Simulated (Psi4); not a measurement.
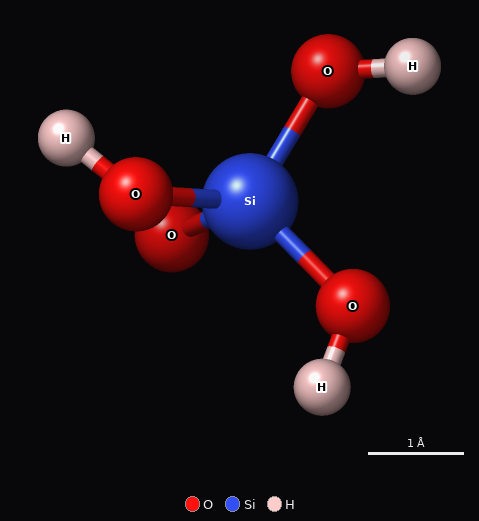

Figure 1. The structure (ball-and-stick view, seen at a tilt). Bond lengths as drawn: H–O 0.96 Å and O–Si 1.62 to 1.66 Å.

SiH$_{3}$O$_{4}$ (charge +1): single-point calculation (part 1 of 2)

The run: single-point calculation of SiH$_{3}$O$_{4}$, charge +1. Method and program: MP3/6-31G*, RHF (Psi4 1.11).

The geometry is that of the parent species in another charge or spin state. The geometry comes from this level: PBE0-D4/def2-TZVP.

Log:
```
Psi4 1.11 release

   => Loading Basis Set <=

    Name: 6-31G*
    Role: ORBITAL
    Keyword: BASIS

         ---------------------------------------------------------
                                   SCF
                              RHF Reference
                        1 Threads,   2098 MiB Core
         ---------------------------------------------------------

  ==> Geometry <==

    Molecular point group: c1
    Full point group: C1

    Geometry (in Angstrom), charge = 1, multiplicity = 1:

       Center              X                  Y                   Z               Mass
    ------------   -----------------  -----------------  -----------------  -----------------
         O           -0.000669795056     0.016726982301    -1.656603123178    15.994914619570
         SI          -0.000669795056     0.016726982301    -0.000415123178    27.976926534650
         O           -0.000669795056    -1.576972138122     0.344551979617    15.994914619570
         O           -1.299739834323     0.863190067095     0.474672410577    15.994914619570
         O            1.285851854355     0.693119484400     0.724468027703    15.994914619570
         H           -0.691304792281    -2.116289347638    -0.045359728246     1.007825032230
         H           -1.187255941197     1.444902973919     1.228174888905     1.007825032230
         H            2.138826634767     0.269511160403     0.620683366498     1.007825032230

  Running in c1 symmetry.

  Rotational constants: A =      0.14695  B =      0.13831  C =      0.12494 [cm^-1]
  Rotational constants: A =   4405.42427  B =   4146.34914  C =   3745.55426 [MHz]
  Nuclear repulsion =  257.364151593250540

  Charge       = 1
  Multiplicity = 1
  Electrons    = 48
  Nalpha       = 24
  Nbeta        = 24

  ==> Algorithm <==

  SCF Algorithm Type is PK.
  DIIS enabled.
  MOM disabled.
  Fractional occupation disabled.
  Guess Type is SAD.
  Energy threshold   = 1.00e-09
  Density threshold  = 1.00e-08
  Integral threshold = 1.00e-12

  ==> Primary Basis <==

  Basis Set: 6-31G*
    Blend: 6-31G*
    Number of shells: 38
    Number of basis functions: 80
    Number of Cartesian functions: 85
    Spherical Harmonics?: true
    Max angular momentum: 2

  ==> Integral Setup <==

  Using in-core PK algorithm.
   Calculation information:
      Number of atoms:                   8
      Number of AO shells:              38
      Number of primitives:             99
      Number of atomic orbitals:        85
      Number of basis functions:        80

      Integral cutoff                 1.00e-12
      Number of threads:                 1

  Performing in-core PK
  Using 10500840 doubles for integral storage.
  We computed 255050 shell quartets total.
  Whereas there are 274911 unique shell quartets.

  ==> DiskJK: Disk-Based J/K Matrices <==

    J tasked:                  Yes
    K tasked:                  Yes
    wK tasked:                  No
    Memory [MiB]:             1573
    Schwarz Cutoff:          1E-12

  Minimum eigenvalue in the overlap matrix is 3.0761929554E-02.
  Reciprocal condition number of the overlap matrix is 7.6867931546E-03.
    Using symmetric orthogonalization.

  ==> Pre-Iterations <==

  SCF Guess: Superposition of Atomic Densities via on-the-fly atomic UHF (no occupation information).

   -------------------------
    Irrep   Nso     Nmo
   -------------------------
     A         80      80
   -------------------------
    Total      80      80
   -------------------------

  ==> Iterations <==

                        Total Energy        Delta E     RMS |[F,P]|

   @RHF iter SAD:  -588.76178981956127   -5.88762e+02   0.00000e+00
   @RHF iter   1:  -589.55177553837962   -7.89986e-01   7.58760e-03 ADIIS/DIIS
   @RHF iter   2:  -589.65112602128295   -9.93505e-02   5.06643e-03 ADIIS/DIIS
   @RHF iter   3:  -589.72043958376003   -6.93136e-02   1.59071e-03 ADIIS/DIIS
   @RHF iter   4:  -589.72814729883692   -7.70772e-03   4.88277e-04 ADIIS/DIIS
   @RHF iter   5:  -589.73029067745574   -2.14338e-03   3.31987e-04 ADIIS/DIIS
   @RHF iter   6:  -589.73114919816055   -8.58521e-04   1.44614e-04 ADIIS/DIIS
   @RHF iter   7:  -589.73146327722395   -3.14079e-04   5.74246e-05 DIIS
   @RHF iter   8:  -589.73151570466143   -5.24274e-05   2.50700e-05 DIIS
   @RHF iter   9:  -589.73152772419519   -1.20195e-05   1.53700e-05 DIIS
   @RHF iter  10:  -589.73153356966225   -5.84547e-06   1.10700e-05 DIIS
   @RHF iter  11:  -589.73153881834583   -5.24868e-06   8.80703e-06 DIIS
   @RHF iter  12:  -589.73154306752190   -4.24918e-06   7.42427e-06 DIIS
   @RHF iter  13:  -589.73154881322785   -5.74571e-06   5.73371e-06 DIIS
   @RHF iter  14:  -589.73155146396186   -2.65073e-06   5.27725e-06 DIIS
   @RHF iter  15:  -589.73155331136491   -1.84740e-06   5.00987e-06 DIIS
   @RHF iter  16:  -589.73156046557085   -7.15421e-06   3.91023e-06 DIIS
   @RHF iter  17:  -589.73156609486773   -5.62930e-06   2.27785e-06 DIIS
   @RHF iter  18:  -589.73156736890803   -1.27404e-06   7.55079e-07 DIIS
   @RHF iter  19:  -589.73156744523885   -7.63308e-08   3.41932e-07 DIIS
   @RHF iter  20:  -589.73156744800031   -2.76145e-09   1.37722e-07 DIIS
   @RHF iter  21:  -589.73156744858579   -5.85487e-10   7.77160e-08 DIIS
   @RHF iter  22:  -589.73156744866969   -8.39009e-11   3.02112e-08 DIIS
   @RHF iter  23:  -589.73156744868038   -1.06866e-11   1.40080e-08 DIIS
   @RHF iter  24:  -589.73156744868390   -3.52429e-12   2.95918e-09 DIIS
  Energy and wave function converged.

  ==> Post-Iterations <==

    Orbital Energies [Eh]
    ---------------------

    Doubly Occupied:

       1A    -69.120155     2A    -21.121370     3A    -20.854255
       4A    -20.797612     5A    -20.786502     6A     -6.467203
       7A     -4.577034     8A     -4.574336     9A     -4.573710
      10A     -1.721009    11A     -1.617856    12A     -1.578799
      13A     -1.556105    14A     -1.078807    15A     -1.000834
      16A     -0.993498    17A     -0.949200    18A     -0.927875
      19A     -0.832394    20A     -0.790749    21A     -0.773909
      22A     -0.766646    23A     -0.750191    24A     -0.725880

    Virtual:

      25A     -0.413378    26A     -0.045968    27A      0.010041
      28A      0.030436    29A      0.044690    30A      0.098965
      31A      0.118889    32A      0.149694    33A      0.208943
      34A      0.262737    35A      0.287893    36A      0.314359
      37A      0.516130    38A      0.577583    39A      0.759975
      40A      0.827876    41A      0.833754    42A      0.876229
      43A      0.884486    44A      0.916649    45A      0.960717
      46A      0.989793    47A      1.004363    48A      1.036740
      49A      1.052226    50A      1.055198    51A      1.114826
      52A      1.137771    53A      1.181261    54A      1.250312
      55A      1.268247    56A      1.314736    57A      1.378270
      58A      1.493259    59A      1.530761    60A      1.629761
      61A      1.657849    62A      1.672561    63A      1.708159
      64A      1.728852    65A      1.782538    66A      1.792134
      67A      1.818726    68A      1.829070    69A      1.991564
      70A      2.064346    71A      2.086304    72A      2.143905
      73A      2.193794    74A      2.479283    75A      2.534444
      76A      2.570442    77A      2.628983    78A      2.727423
      79A      2.817764    80A      2.850071

    Final Occupation by Irrep:
              A
    DOCC [    24 ]
    NA   [    24 ]
    NB   [    24 ]

  @RHF Final Energy:  -589.73156744868390

   => Energetics <=

    Nuclear Repulsion Energy =            257.3641515932505399
    One-Electron Energy =               -1316.3195853526308383
    Two-Electron Energy =                 469.2238663106965078
    Total Energy =                       -589.7315674486839043

Computation Completed

Properties will be evaluated at   0.000000,   0.000000,   0.000000 [a0]

Properties computed using the SCF density matrix

 Multipole Moments:

 ------------------------------------------------------------------------------------
     Multipole            Electronic (a.u.)      Nuclear  (a.u.)        Total (a.u.)
 ------------------------------------------------------------------------------------

 L = 1.  Multiply by 2.5417464519 to convert [e a0] to [Debye]
 Dipole X            :         -0.1314890            0.2439036            0.1124146
 Dipole Y            :         -0.1300395           -0.3764000           -0.5064395
 Dipole Z            :         -2.7729733            1.6901732           -1.0828001
 Magnitude           :                                                    1.2006556

 ------------------------------------------------------------------------------------

	total time  =          2 seconds =       0.03 minutes
 MINTS: Wrapper to libmints.

   Calculation information:
      Number of threads:                 1
      Number of atoms:                   8
      Number of AO shells:              38
      Number of SO shells:              38
      Number of primitives:             99
      Number of atomic orbitals:        85
      Number of basis functions:        80

      Number of irreps:                  1
      Integral cutoff                 1.00e-12
      Number of functions per irrep: [  80 ]

 OEINTS: Overlap, kinetic, potential, dipole, and quadrupole integrals
         stored in file 35.

      Computing two-electron integrals...done
      Computed 4721162 non-zero two-electron integrals.
        Stored in file 33.

  Module OCC Options:
  ----------------------------------------------------------------------------
  ACTIVE                        => (empty)
  BASIS_RELATIVISTIC            => (empty)
  BENCH                         => (empty)
  CACHELEVEL                    => (empty)
  CCL_ENERGY                    => (empty)
  CC_MAXITER                    => (empty)
  CC_TYPE                       => (empty)
  CEPA_OS_SCALE                 => (empty)
  CEPA_SOS_SCALE                => (empty)
  CEPA_SS_SCALE                 => (empty)
  CEPA_TYPE                     => (empty)
  CI_TYPE                       => (empty)
  CUBEPROP_BASIS_FUNCTIONS      => (empty)
  CUBEPROP_FILEPATH             => (empty)
  CUBEPROP_ISOCONTOUR_THRESHOLD => (empty)
  CUBEPROP_ORBITALS             => (empty)
  CUBEPROP_TASKS                => (empty)
  CUBIC_BASIS_TOLERANCE         => (empty)
  CUBIC_BLOCK_MAX_POINTS        => (empty)
  CUBIC_GRID_OVERAGE            => (empty)
  CUBIC_GRID_SPACING            => (empty)
  CUTOFF                        => (empty)
  DDX                           => (empty)
  DEBUG                         => (empty)
  DERTYPE                       => (empty)
  DF_BASIS_CC                   => (empty)
  DIE_IF_NOT_CONVERGED          => (empty)
  DIIS_MAX_VECS                 => (empty)
  DIIS_MIN_VECS                 => (empty)
  DKH_ORDER                     => (empty)
  DOCC                          => (empty)
  DO_DIIS                       => (empty)
  DO_LEVEL_SHIFT                => (empty)
  DO_SCS                        => (empty)
  DO_SOS                        => (empty)
  E3_SCALE                      => (empty)
  EA_POLES                      => (empty)
  EKT_EA                        => (empty)
  EKT_IP                        => (empty)
  EP_EA_POLES                   => (empty)
  EP_IP_POLES                   => (empty)
  EP_MAXITER                    => (empty)
  EXTERNAL_POTENTIAL_SYMMETRY   => (empty)
  E_CONVERGENCE                 => 1e-09           !
  FREEZE_CORE                   => (empty)
  FREEZE_CORE_POLICY            => (empty)
  FROZEN_DOCC                   => (empty)
  FROZEN_UOCC                   => (empty)
  INTEGRAL_PACKAGE              => (empty)
  IP_POLES                      => (empty)
  LEVEL_SHIFT                   => (empty)
  LITERAL_CFOUR                 => (empty)
  LS_THC_BASIS_TOLERANCE        => (empty)
```
